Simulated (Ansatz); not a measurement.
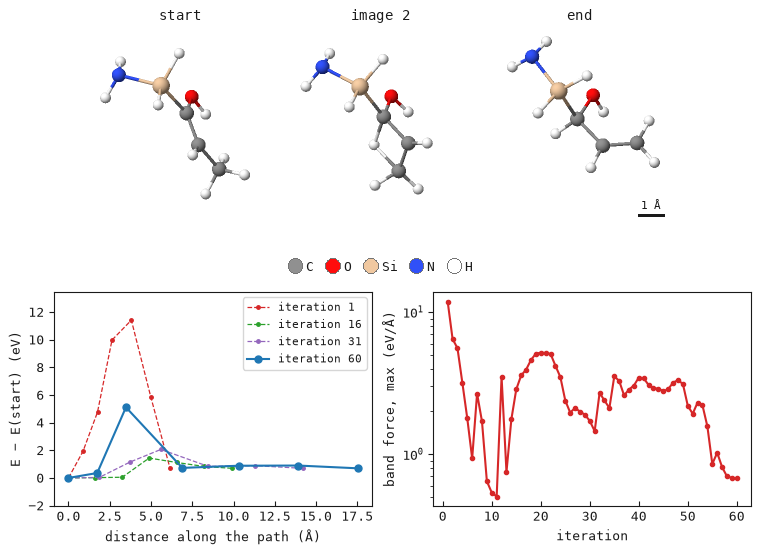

A search for the minimum-energy path of C3H9NOSi by the nudged elastic band. Images are numbered from 0 (start) to 6 (end). The plot follows the band through its iterations. Style: ball-and-stick. Shown from a free direction.

Method: Ansatz, RKS PBE0-D4/STO-3G. Settings: 5 movable images; climbing image; force threshold 0.03 eV/Å; iteration limit 60; starting path through a guess of the saddle point.

### Judge this run.

The result isn't final. The band hadn't converged when the run stopped after 60 iterations. The largest component of the band force went from 12 to 0.68 eV/Å. The barrier read from it is provisional, though the highest image hardly moved in the last two iterations. The first iteration put the highest image at 11.41 eV. Forward barrier 5.11 eV, backward barrier 4.41 eV, with image 2 at the top; the reaction energy is +0.70 eV. The profile has 2 maxima (images 2, 5) with a dip at image 3 (+0.73 eV), which on an unconverged band is provisional.

Limits of the set-up: STO-3G is a minimal basis, so the numbers are rough.

Cost: 15 min on 1 thread of Intel(R) Xeon(R) Platinum 8488C (Sapphire Rapids), with other jobs on the host, peak memory 0.14 GiB.
